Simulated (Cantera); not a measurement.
Feed: 1 mol PbO, 1.9 mol CO, at 1.30 mbar.

Cantera equilibrium calculation (NASA polynomials, part measured and part estimated; ideal gas, pure solids and liquids). Candidate condensed phases: C, Pb, PbO, PbO2, Pb3O4; 15 gas species. Kinetics and transport are ignored.

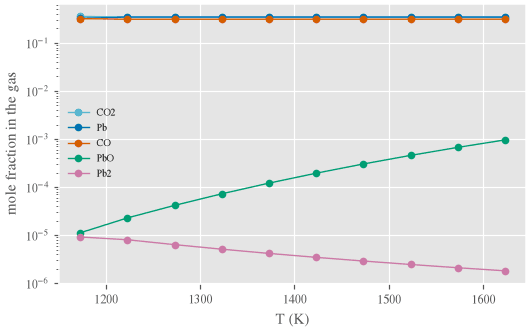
Figure: Equilibrium gas composition (values under 1e-9 drawn at 1e-9)

**Question.** Read off the mole fractions at 1273 K.

**Answer.** CO2 about 0.34, Pb about 0.34, CO about 0.31, PbO about 4.1e-5, Pb2 about 6.3e-6.
